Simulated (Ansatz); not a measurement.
```xyz
7

O    -1.3752   -0.6276    0.8349
Mo   -0.2737    0.1705   -0.0865
O     1.3863   -0.6015    0.1570
F    -0.4209   -0.7340   -1.6929
F    -1.0660    1.5437   -1.0339
F     0.2328    1.5367    1.0522
H     1.5780   -1.3556    0.7235
```

Geometry: PBE0-D4/def2-TZVP; core potentials replace the inner electrons of Mo.

Theory: RKS PBE0-D4/def2-TZVPP in Ansatz 0.2.0.

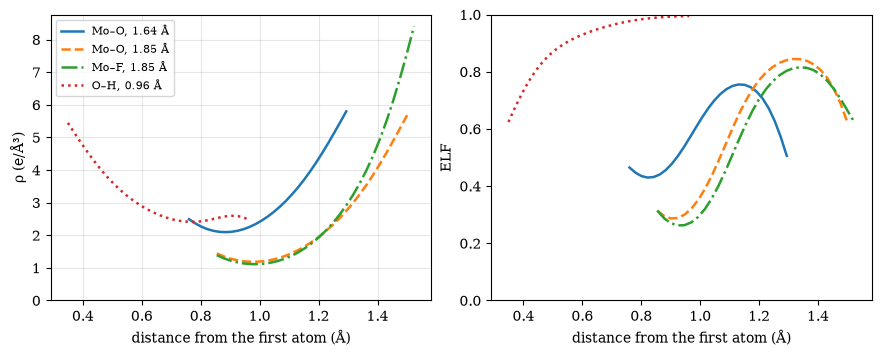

F3HMoO2 (SMILES [O]=[Mo]([OH])([F])([F])[F]). Electron density and electron localisation function along straight lines between neighbouring atoms. The curves leave out the atomic cores.

Question: Compare the contacts.

Answer: Mo–O (1.64 Å): ρ at the midpoint is about 2.2 e/Å³; the ELF peaks at about 0.75 in the valence shell of O, 0.5 Å from its nucleus, and drops to about 0.45 between the two atoms.
Mo–O (1.85 Å): the density is about 1.2 e/Å³ at the midpoint; the ELF peaks at about 0.85 in the valence shell of O, 0.5 Å from its nucleus, and drops to about 0.30 between the two atoms.
Mo–F (1.85 Å): the density is about 1.2 e/Å³ at the midpoint; the ELF peaks at about 0.80 in the valence shell of F, 0.5 Å from its nucleus, and drops to about 0.25 between the two atoms.
O–H (0.96 Å): ρ at the midpoint is about 3.8 e/Å³; the ELF climbs to about 1 towards the hydrogen, as it does in any bond to H: a covalent bond by its length.
